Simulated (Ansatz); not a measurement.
**One shape, several levels: BH3F− (SMILES [BH3-]F)**

We compute a comparison of 6 runs (B3LYP/STO-3G, BHLYP/STO-3G, CAM-B3LYP/STO-3G, SVWN5/STO-3G, r2SCAN0/STO-3G, CCSDT(Q)/STO-3G) of BH3F−. 

The results are computed with Ansatz 0.2.0.

3 further runs of the same task are left out: 1 that didn't finish, 2 set aside as unsound or not needed.

## Step 1: The molecule

BH3F− has 5 atoms, charge -1, and is taken as a singlet. SMILES: `[BH3-]F`. The H5–B1 distance was set to 2.456 Å, away from the relaxed value. At this shape a bond of the SMILES string is far longer than usual.

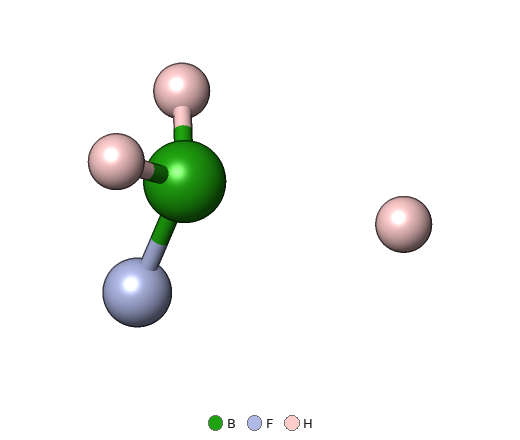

Viewed from a chosen angle; boron green, fluorine light blue, hydrogen pink.

## Step 2: A single-point energy at B3LYP/STO-3G (run 1)

Input file in.yaml:

```yaml
crystal:
  periodic: [false, false, false]
  atoms:
    - {symbol: B, position_ang: [-0.593610, -1.017178, 0.285872]}
    - {symbol: F, position_ang: [0.297690, -1.764368, 1.146732]}
    - {symbol: H, position_ang: [-1.625200, -0.782248, 0.907862]}
    - {symbol: H, position_ang: [-0.832420, -1.697748, -0.707778]}
    - {symbol: H, position_ang: [0.522090, 1.075700, -0.353640]}
basis:
  gaussian:
    orbitals: STO-3G
accuracy: high
total_charge: -1
hamiltonian:
  xc: {name: B3LYP}
```

Run with:

```console
$ ansatz run in.yaml --threads 1 --pin off --max-ram 2610MiB --events-out events.jsonl --progress --plain --runs-dir runs
```

The log of the run:

```text
Warning: RAYON_NUM_THREADS=1 ignored (pool sized by the plan → 1); use --threads N
Functional definition: B3LYP
  name "B3LYP"
  parameter a0 = 0.2
  parameter ax = 0.72
  parameter ac = 0.81
  exchange = (1 - a0 - ax)*slater_x + ax*b88_x + a0*exact_x
  correlation = (1 - ac)*vwn_rpa_c + ac*lyp_c
207 factors; integrals over basis functions are off by at most 4.0e-8 eV
mean field evaluation 1: about -3371.3564 eV, gradient 6.8e1 eV
mean field evaluation 2: about -3365.8242 eV, gradient 4.5e1 eV
mean field evaluation 4: about -3386.9951 eV, gradient 1.1e1 eV
mean field evaluation 8: about -3387.6528 eV, gradient 2.3e-1 eV
mean field evaluation 16: about -3387.6040 eV, gradient 1.3e-5 eV
mean field -3387.60402304 eV, -124.4921516464 hartree, gradient 2.0e-8 eV, S^2 0.000000; 0 other end points of the search recorded, 0 dependent functions left out
reference -3387.60404766 eV, -124.4921525512 hartree; 9, 9 occupied and 4, 4 virtual orbitals, 207 factors
Total energy: -3387.60404766 eV, -124.4921525512 hartree
```

Run time: 0.63 s. Hardware: 1 thread of AMD EPYC 7R43 (Zen 3), shared host; peak memory 0.099 GiB.

## Step 3: The energy at BHLYP/STO-3G (run 2)

Input file run.yaml:

```yaml
crystal:
  periodic: [false, false, false]
  atoms:
    - symbol: B
      position_ang: [-0.593610, -1.017178, 0.285872]
    - symbol: F
      position_ang: [0.297690, -1.764368, 1.146732]
    - symbol: H
      position_ang: [-1.625200, -0.782248, 0.907862]
    - symbol: H
      position_ang: [-0.832420, -1.697748, -0.707778]
    - symbol: H
      position_ang: [0.522090, 1.075700, -0.353640]
basis:
  gaussian:
    orbitals: STO-3G
total_charge: -1
hamiltonian:
  xc: {name: BHLYP}
accuracy: high
```

Run with:

```console
$ ansatz run run.yaml --threads 1 --pin off --max-ram 2610MiB --events-out events.jsonl --progress --plain --runs-dir runs
```

The log of the run:

```text
Warning: RAYON_NUM_THREADS=1 ignored (pool sized by the plan → 1); use --threads N
Functional definition: BHLYP
  name "BHLYP"
  parameter a = 0.5
  exchange = (1 - a)*b88_x + a*exact_x
  correlation = lyp_c
207 factors; integrals over basis functions are off by at most 4.0e-8 eV
mean field evaluation 1: about -3381.0676 eV, gradient 2.5e1 eV
mean field evaluation 2: about -3376.1535 eV, gradient 3.5e1 eV
mean field evaluation 4: about -3385.7393 eV, gradient 9.9e-1 eV
mean field evaluation 8: about -3385.7338 eV, gradient 6.4e-3 eV
mean field evaluation 16: about -3385.7338 eV, gradient 2.5e-8 eV
mean field -3385.73384567 eV, -124.4234238954 hartree, gradient 2.4e-8 eV, S^2 0.000000; 0 other end points of the search recorded, 0 dependent functions left out
reference -3385.73386262 eV, -124.4234245185 hartree; 9, 9 occupied and 4, 4 virtual orbitals, 207 factors
Total energy: -3385.73386262 eV, -124.4234245185 hartree
```

Run time: 0.57 s. Hardware: 1 thread of AMD EPYC 7R43 (Zen 3), shared host; peak memory 0.1 GiB.

Runs 3 to 5 aren't shown in full; the table further down has their settings and results.

## Step 4: The energy at CCSDT(Q)/STO-3G (run 6)

in.yaml, as its differences from that of step 2:

```diff
@@ -1 +1,3 @@
+basis:
+  gaussian: {orbitals: STO-3G}
 crystal:
@@ -8,8 +10,5 @@
     - {symbol: H, position_ang: [0.522090, 1.075700, -0.353640]}
-basis:
-  gaussian:
-    orbitals: STO-3G
+total_charge: -1
+correlation: {method: ccsdt_q, frozen_orbitals: {B: 1, F: 1, H: 0}}
 accuracy: high
-total_charge: -1
-hamiltonian:
-  xc: {name: B3LYP}
+scf: {omitted_lower_state_checks: [cluster_reference, increment]}
```

Run with:

```console
$ ansatz run in.yaml --threads 1 --pin off --max-ram 2610MiB --events-out events.jsonl --progress --plain --runs-dir runs
```

The log of the run:

```text
Warning: RAYON_NUM_THREADS=1 ignored (pool sized by the plan → 1); use --threads N
[... 11 lines left out ...]
2 core orbitals not correlated: weight in the atoms' cores, before any rotation towards them, 1.000 or more for the frozen orbitals, at most 0.000 for the correlated occupied ones
[... 30 lines left out ...]
WARN: these amplitudes may be one of several solutions (largest doubles amplitude 0.36, level shift 1.08 eV)
Total energy: -3372.95839355 eV, -123.9539346898 hartree
Checks for a lower state left out: cluster_reference, increment
```

Run time: 0.24 s. Hardware: 1 thread of AMD EPYC 7R43 (Zen 3), shared host.

## Step 5: All runs side by side

```
run             level  frozen core orbitals  energy (Eh)  wall time
  1      B3LYP/STO-3G                     –  -124.492153     0.63 s
  2      BHLYP/STO-3G                     –  -124.423425     0.57 s
  3  CAM-B3LYP/STO-3G                     –  -124.414424     0.73 s
  4      SVWN5/STO-3G                     –  -123.501395     0.53 s
  5    r2SCAN0/STO-3G                     –  -124.424368      1.4 s
  6   CCSDT(Q)/STO-3G                     2  -123.953935     0.24 s
```

## Step 6: Outcome

```
                                          quantity          value
                               run 6: total energy  -123.95393 Eh
run 6: correlation energy (2 core orbitals frozen)     -125.7 mEh
                              run 6: T1 diagnostic          0.046
```

What this shows: Totals of different functionals can't be ranked against each other. In run 6 the log says that unrestricted orbitals would lower the reference, so the values rest on an unstable closed-shell determinant (other closed-shell runs at this shape may share the fault). In runs 1, 2, 3, 4, 5, 6 the basis is minimal, so the values are rough. All runs together took 4.1 s, the longest 1.4 s.
